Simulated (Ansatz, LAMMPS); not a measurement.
# A frame of liquid K2Si2O5 from 1350 K, run at 400 K (117 atoms) in motion

Wanted: a short trajectory of a frame of liquid K2Si2O5 from 1350 K, run at 400 K (117 atoms) with its pair distributions.

Method: Kohn-Sham DFT, PBE, PAW (set soft_2), plane waves, in Ansatz 0.2.0.

## 1. Set-up

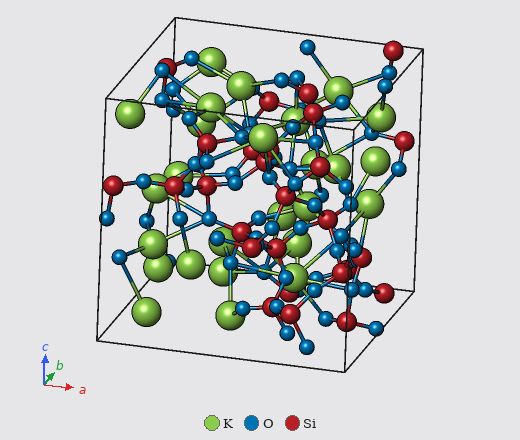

The cell as given, slightly off an axis (potassium green, oxygen blue, silicon red). Bonds to atoms that aren't drawn are left out. Some periodic images of atoms are drawn too.

The cell holds 117 atoms: 26 K, 65 O and 26 Si. Cell: a = 12.768 Å, b = 12.768 Å, c = 12.768 Å, α = 90.0°, β = 90.0°, γ = 90.0°. 117 atoms (26 K, 65 O, 26 Si) placed at random at 2.18 g/cm³, melted at 4500 K for 20 ps at fixed volume with the Morse and Coulomb pair potential with partial charges (Pedone, Malavasi, Menziani, Cormack and Segre, J. Phys. Chem. B 110, 11780 (2006)). Snapshot at the end of a hold of 20 ps at 1350 K and zero pressure.

Limits known from the start: The starting topology of bonds comes from the classical model. The cell was made at 1350 K but the dynamics is set to 400 K: the trajectory isn't one at 1350 K. Only the Γ point is sampled, in a cell whose shortest periodic width is 13 Å.

## 2. Single point at the start

A single point comes first, to see the forces before anything moves.

input.yaml reads:

```yaml
crystal:
  lattice:
    - [12.7679, 0.0, 0.0]
    - [0.0, 12.7679, 0.0]
    - [0.0, 0.0, 12.7679]
  atoms:
    - { symbol: K, position: [0.02889, 0.26555, 0.85142] }
    - { symbol: K, position: [0.44219, 0.33897, 0.0491] }
    - { symbol: K, position: [0.2036, 0.68487, 0.69788] }
    - { symbol: K, position: [0.8661, 0.77785, 0.41803] }
    [... 107 atom lines left out ...]
    - { symbol: Si, position: [0.58622, 0.28952, 0.76671] }
    - { symbol: Si, position: [0.29959, 0.44751, 0.53028] }
    - { symbol: Si, position: [0.59721, 0.04431, 0.44667] }
    - { symbol: Si, position: [0.52184, 0.48428, 0.64488] }
    - { symbol: Si, position: [0.10339, 0.51062, 0.968] }
    - { symbol: Si, position: [0.56867, 0.73736, 0.02808] }
kpoints:
  mp_grid: { grid: [1, 1, 1] }
hamiltonian:
  xc: pbe
scf:
  occupations: { method: fermi_dirac, width: 0.116 }
output:
  forces: true
```

Command:

```
$ ansatz run input.yaml --threads 4 --pin off --max-ram 8192MiB --backend cpu --events-out ev --progress --plain --runs-dir out
```

Elapsed: 30 s, on 4 threads of Arm Neoverse V2, shared host; peak memory 2.8 GiB.

Read from the output:

```
free energy            : -93480.4619 eV
free energy per atom   : -798.9783 eV/atom
SCF cycles             : 12
r.m.s. force component : 2.504 eV/Å
longest force          : 12.28 eV/Å
Fermi energy           : 5.001 eV
```

The r.m.s. force component of 2.5 eV/Å sets the starting point.

Length of the force by element:

| element | coordination | atoms | mean length of the force (eV/Å) | spread | least | most |
| --- | --- | --- | --- | --- | --- | --- |
| K | all | 26 | 1.29 | 0.736 | 0.0597 | 2.97 |
| O | all | 65 | 3.38 | 2.52 | 0.650 | 11.9 |
| Si | all | 26 | 5.54 | 2.69 | 1.24 | 12.3 |

## 3. Dynamics started at 400 K

A Nosé–Hoover thermostat steers the temperature while disturbing the dynamics little. The time step is 1.0 fs.

input.yaml, as its differences from that of step 2:

```diff
@@ -15 +15,8 @@
   forces: true
+md:
+  timestep: 1.0
+  n_steps: 110
+  ensemble: nvt_nose_hoover
+  temperature: 400
+  initial_velocities: maxwell_boltzmann
+  seed: 7465
```

The job ended after 31 min (4 threads; peak memory 3.1 GiB; 2 h of CPU time).

The program notes that it switched symmetry off.

The trajectory, sampled:

| time (fs) | T (K) | potential (meV/atom) | conserved (meV/atom) |
| --- | --- | --- | --- |
| 0.0 | 400 | 0.0 | 0.00 |
| 7.0 | 1080 | -88.0 | -0.70 |
| 15.0 | 1114 | -95.1 | -0.37 |
| 22.0 | 1171 | -107.6 | -0.46 |
| 29.0 | 1148 | -112.1 | -0.48 |
| 37.0 | 1019 | -102.8 | -0.36 |
| 44.0 | 1290 | -144.2 | -0.56 |
| 51.0 | 1226 | -143.0 | -0.41 |
| 59.0 | 1359 | -169.2 | -0.59 |
| 66.0 | 1169 | -153.7 | -0.43 |
| 73.0 | 1275 | -175.9 | -0.55 |
| 81.0 | 1233 | -182.2 | -0.53 |
| 88.0 | 1137 | -179.1 | -0.51 |
| 95.0 | 1165 | -192.2 | -0.58 |
| 103.0 | 1083 | -191.8 | -0.56 |
| 110.0 | 1092 | -201.8 | -0.59 |

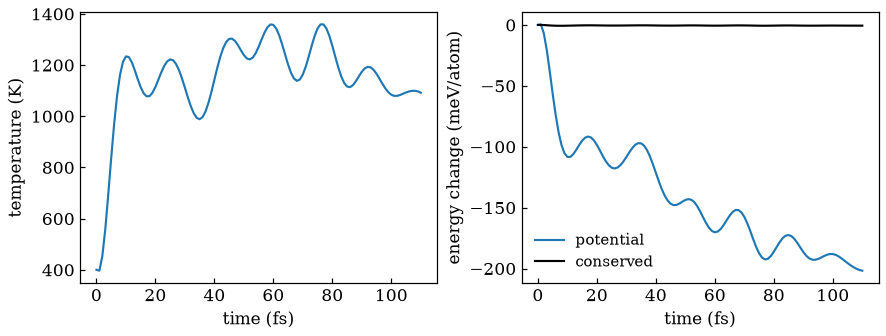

Temperature and energies against time.

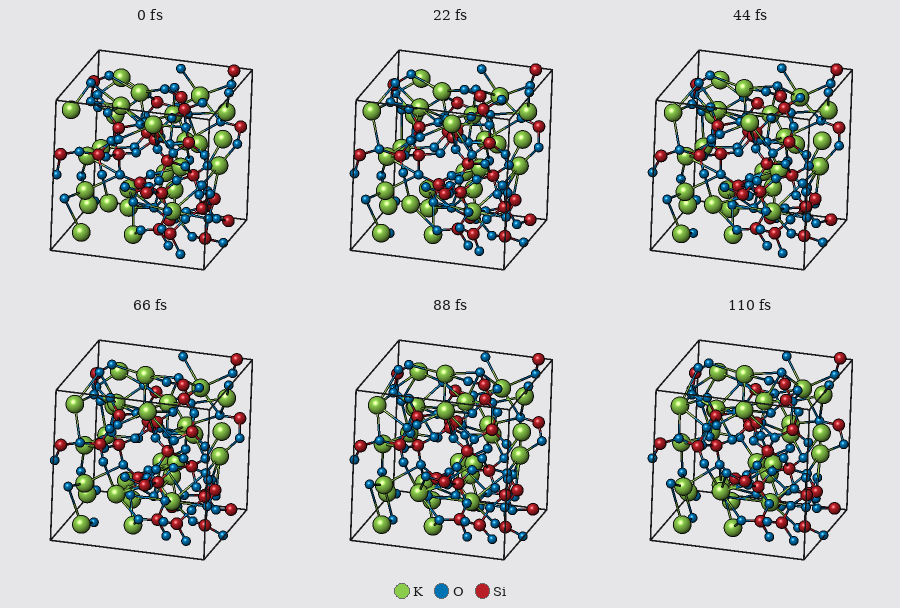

6 frames of the run. Bonds to atoms that aren't drawn are left out.

Mean square displacement from the first frame to the last: K 0.64 Å², O 0.33 Å², Si 0.21 Å².

Table of mean square displacement by time lag:

```csv
time lag (fs),K (Å²),O (Å²),Si (Å²)
1.0,7.6e-5,1.7e-4,1.0e-4
5.0,0.00193,0.00430,0.00252
10.0,0.00779,0.0161,0.00935
14.0,0.0154,0.0291,0.0166
16.0,0.0201,0.0362,0.0204
21.0,0.0348,0.0545,0.0294
25.0,0.0494,0.0692,0.0357
30.0,0.0711,0.0875,0.0426
34.0,0.0911,0.103,0.0478
39.0,0.119,0.122,0.0547
41.0,0.131,0.131,0.0577
46.0,0.164,0.151,0.0654
50.0,0.192,0.167,0.0717
55.0,0.229,0.185,0.0794
```

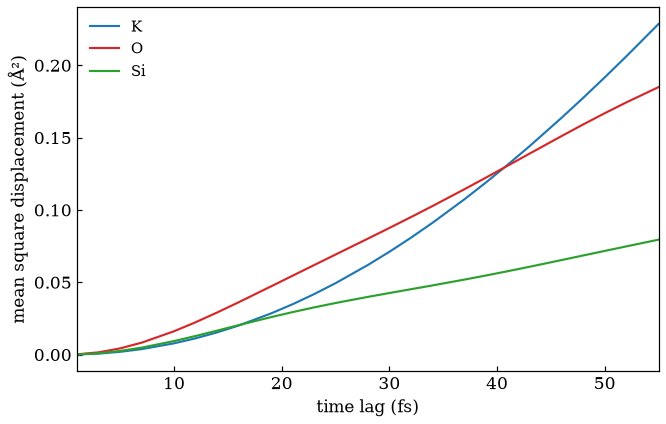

Mean square displacement against time lag.

Over the second half of 110 fs the temperature averages 1197 K, falling from about 1271 to 1094 K (means over the first and last quarter of that half). The conserved energy stays within 0.70 meV/atom. From first frame to last K has the largest mean square displacement, 0.64 Å² at the end; the farthest move is 1.22 Å. The mean temperature of 1197 K lies well off the 400 K of the input, so the thermostat hasn't yet brought the run to equilibrium. The count of bonds goes from 231 in the first frame to 248 in the last, by one set of cutoffs: 22 pairs passed out of them and 39 came within. The run spans 0.11 ps, too short for its means to be equilibrium values.

## 4. Structure statistics late in the run

The g(r) is a mean over the second half; what follows it is taken at the last frame.

Bonds before and after, by the cutoffs listed below:

```csv
pair,bonds before,bonds after,mean before (Å),mean after (Å),spread before (Å),spread after (Å)
O-K,127,144,2.948,2.909,0.301,0.303
O-Si,104,104,1.633,1.666,0.102,0.084
```

Density 2.22 g/cm³, 17.79 Å³ an atom.

Mean of 15 frames. Pair distribution functions g(r), in bins of 0.2 Å:

| r (Å) | total | O-O | O-K | O-Si | K-K | K-Si | Si-Si |
| --- | --- | --- | --- | --- | --- | --- | --- |
| 1.40 | 0.03 | 0.00 | 0.00 | 0.12 | 0.00 | 0.00 | 0.00 |
| 1.60 | 3.48 | 0.00 | 0.00 | 14.16 | 0.00 | 0.00 | 0.00 |
| 1.80 | 1.02 | 0.00 | 0.00 | 4.14 | 0.00 | 0.00 | 0.00 |
| 2.00 | 0.05 | 0.00 | 0.00 | 0.19 | 0.00 | 0.00 | 0.00 |
| 2.20 | 0.04 | 0.01 | 0.14 | 0.00 | 0.00 | 0.00 | 0.00 |
| 2.40 | 0.45 | 0.61 | 1.05 | 0.00 | 0.00 | 0.00 | 0.00 |
| 2.60 | 1.75 | 3.98 | 2.11 | 0.00 | 0.00 | 0.00 | 0.00 |
| 2.80 | 1.58 | 3.44 | 1.77 | 0.00 | 0.67 | 0.26 | 0.38 |
| 3.00 | 0.82 | 0.62 | 1.44 | 0.11 | 0.73 | 0.57 | 3.08 |
| 3.20 | 0.88 | 0.28 | 1.02 | 0.38 | 1.71 | 1.38 | 4.52 |
| 3.40 | 0.83 | 0.36 | 0.89 | 0.62 | 1.57 | 1.93 | 1.57 |
| 3.60 | 0.89 | 0.60 | 0.81 | 0.91 | 1.78 | 1.91 | 0.04 |
| 3.80 | 1.06 | 0.81 | 0.75 | 1.55 | 1.20 | 1.89 | 0.06 |
| 4.00 | 1.15 | 0.80 | 0.98 | 1.87 | 0.98 | 1.31 | 0.33 |
| 4.20 | 1.22 | 0.92 | 0.75 | 2.13 | 1.17 | 1.27 | 0.80 |
| 4.40 | 0.99 | 0.83 | 0.85 | 1.31 | 1.07 | 0.95 | 1.00 |
| 4.60 | 0.90 | 1.09 | 0.90 | 0.72 | 1.11 | 0.80 | 0.65 |
| 4.80 | 1.04 | 1.31 | 1.18 | 0.62 | 0.68 | 0.84 | 1.46 |
| 5.00 | 1.11 | 1.42 | 1.31 | 0.72 | 0.82 | 0.71 | 1.20 |
| 5.20 | 1.12 | 1.44 | 1.12 | 0.89 | 1.02 | 0.62 | 1.18 |
| 5.40 | 1.01 | 1.10 | 1.05 | 0.99 | 0.83 | 0.74 | 1.07 |
| 5.60 | 0.89 | 0.72 | 1.06 | 0.89 | 1.14 | 0.72 | 1.10 |
| 5.80 | 0.88 | 0.75 | 0.82 | 1.02 | 1.13 | 0.73 | 1.43 |
| 6.00 | 0.98 | 0.94 | 0.84 | 1.06 | 1.14 | 1.07 | 1.18 |
| 6.20 | 1.01 | 0.88 | 0.99 | 1.19 | 1.03 | 1.05 | 0.97 |

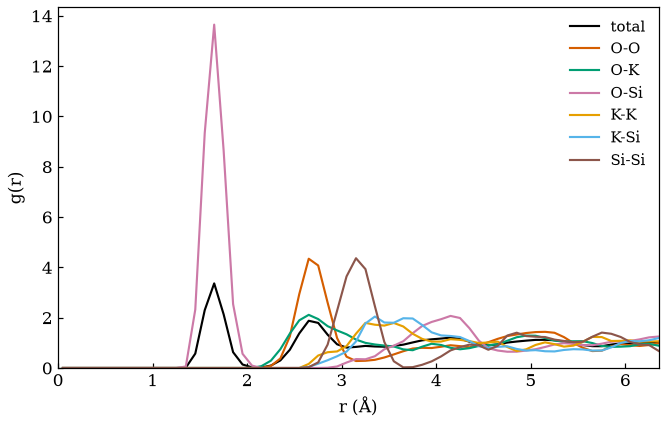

Pair distribution functions, lightly smoothed.

Bonds by pair of elements; cutoffs follow the first minimum of g(r), held within bounds set by covalent radii, and pairs that aren't listed don't count as bonded:

| pair A-B | cutoff (Å) | bonds | mean length (Å) | spread (Å) | shortest (Å) | B about A | A about B |
| --- | --- | --- | --- | --- | --- | --- | --- |
| O-K | 3.48 | 144 | 2.91 | 0.303 | 2.28 | 2.21 | 5.54 |
| O-Si | 2.16 | 104 | 1.67 | 0.084 | 1.51 | 1.6 | 4 |

How many atoms have how many bonded neighbours:

```
element  mean  2   3   4   5  6  7  8
      K  5.54  2   0   3   7  8  3  3
      O  3.81  5  19  26  13  2  0  0
     Si     4  0   0  26   0  0  0  0
```

Bond angles (no mean is given where the spread exceeds 20°):

```csv
angle,count,mean (°),spread (°)
O-K-O,357,-,-
K-O-Si,200,-,-
O-Si-O,156,109,7.6
K-O-K,139,-,-
Si-O-Si,39,142,15.1
```

Oxygen atoms by the number of network formers (Si, P, Ge, B, Al, As, Ga) bound to them:

```
network formers bound to O  O atoms  per cent
                         0        0         0
                         1       26        40
                         2       39        60
```

Network units: each former by its oxygen neighbours and how many of them bridge to another former:

| former | O neighbours | bridging O | atoms |
| --- | --- | --- | --- |
| Si | 4 | 1 | 2 |
| Si | 4 | 2 | 6 |
| Si | 4 | 3 | 8 |
| Si | 4 | 4 | 10 |

Bond length by coordination (bonds to H left out):

```csv
element,coordination,atoms,mean bond length (Å)
K,2,2,2.53
K,4,3,2.84
K,5,7,2.82
K,6,8,2.96
K,7,3,2.93
K,8,3,3.02
O,2,5,1.65
O,3,19,2.13
O,4,26,2.45
O,5,13,2.57
O,6,2,2.70
```

Rings of the network by King's shortest-path rule, up to 12 atoms, one path for each pair of neighbours; H, halogens, alkali and alkaline-earth atoms are left out, and the last column divides by all other atoms, bonded or not:

```
ring size (atoms)  rings  per network atom
                6      1             0.011
                8      3             0.033
               10      5             0.055
               12      4             0.044
```

First main peaks of g(r), for some of the pairs, lie near 2.7 Å (O-O), 2.7 Å (O-K), 1.6 Å (O-Si) and 3.1 Å (Si-Si). With the cutoffs above, 31 % of K atoms have 6, 40 % of O atoms have 4 and all Si atoms have 4 bonded neighbours. 60 % of the oxygens bridge two formers (Si) and 40 % are non-bridging. The commonest Si unit has 4 oxygens, 4 of them shared with other formers (10 of 26 atoms). Rings of 10 atoms are the most common (38 % of those counted); sizes run from 6 to 12, where the search stops.

## 5. Single point at the last frame

The last frame is solved again with fuller output, to read the electronic structure of a thermally displaced geometry.

input.yaml reads:

```yaml
crystal:
  lattice:
    - [12.7679, 0.0, 0.0]
    - [0.0, 12.7679, 0.0]
    - [0.0, 0.0, 12.7679]
  atoms:
    - { symbol: K, position: [0.08789, 0.26521, 0.81867] }
    - { symbol: K, position: [0.44124, 0.34296, 0.02645] }
    - { symbol: K, position: [0.20674, 0.68806, 0.66569] }
    - { symbol: K, position: [0.86751, 0.80301, 0.4222] }
    [... 107 atom lines left out ...]
    - { symbol: Si, position: [0.5861, 0.27789, 0.76612] }
    - { symbol: Si, position: [0.29216, 0.42068, 0.52951] }
    - { symbol: Si, position: [0.58641, 0.04817, 0.45311] }
    - { symbol: Si, position: [0.48883, 0.4708, 0.67161] }
    - { symbol: Si, position: [0.11799, 0.49591, 0.96539] }
    - { symbol: Si, position: [0.58942, 0.79118, 0.06509] }
kpoints:
  mp_grid: { grid: [1, 1, 1] }
hamiltonian:
  xc: pbe
scf:
  occupations: { method: fermi_dirac, width: 0.116 }
output:
  forces: true
  stress: true
  populations: true
  dos:
    method: { smearing: { sigma: 0.15 } }
    de: 0.1
    projected: { site_lists: { K: [K], O: [O], Si: [Si] } }
  eigenvalues: true
  write_density: true
  write_potential: true
  volumetric_format: npy
  elf: true
```

Elapsed: 53 s, on 4 threads; peak memory 2.9 GiB; 3.4 min of CPU time.

The program notes that the exchange-correlation potential is rough where the density is thin.

Numbers from this run:

```yaml
free_energy: -93504.0691 eV
free_energy_per_atom: -799.1801 eV/atom
scf_cycles: 11
pressure: -0.2618 GPa
r_m_s_force_component: 1.219 eV/Å
longest_force: 4.882 eV/Å
fermi_energy: 4.843 eV
spacing_of_highest_filled_and_lowest_empty_level: 1.958 eV
spilling_of_the_projection: 0.01085
```

Neighbours are counted within 3.48 Å (O-K), 2.16 Å (O-Si), the cutoffs taken from the dynamics.

Length of the force by element and coordination:

| element | coordination | atoms | mean length of the force (eV/Å) | spread | least | most |
| --- | --- | --- | --- | --- | --- | --- |
| K | all | 26 | 0.698 | 0.336 | 0.143 | 1.62 |
| K | 2 | 2 | 0.520 | 0.137 | 0.383 | 0.657 |
| K | 4 | 3 | 0.527 | 0.208 | 0.234 | 0.689 |
| K | 5 | 7 | 0.704 | 0.470 | 0.143 | 1.62 |
| K | 6 | 8 | 0.783 | 0.311 | 0.175 | 1.10 |
| K | 7 | 3 | 0.879 | 0.161 | 0.692 | 1.09 |
| K | 8 | 3 | 0.567 | 0.0599 | 0.502 | 0.646 |
| O | all | 65 | 1.76 | 0.999 | 0.101 | 4.88 |
| O | 2 | 5 | 1.97 | 0.959 | 0.995 | 3.54 |
| O | 3 | 19 | 1.77 | 0.952 | 0.523 | 3.50 |
| O | 4 | 26 | 1.71 | 1.02 | 0.101 | 4.88 |
| O | 5 | 13 | 1.81 | 1.07 | 0.441 | 4.15 |
| O | 6 | 2 | 1.28 | 0.492 | 0.784 | 1.77 |
| Si | all | 26 | 2.92 | 0.873 | 1.28 | 4.31 |

[end of part 1 of 2]

[Logs are printed without paths, hosts, clocks, repeated set-up lines and the standing remarks that a program may print on its own settings, such as how far it seeks lower states.]

[Hosts, paths, dates, database ids (printed as entryN), source tags and the programs' standing remarks are cut or masked in the printed files.]
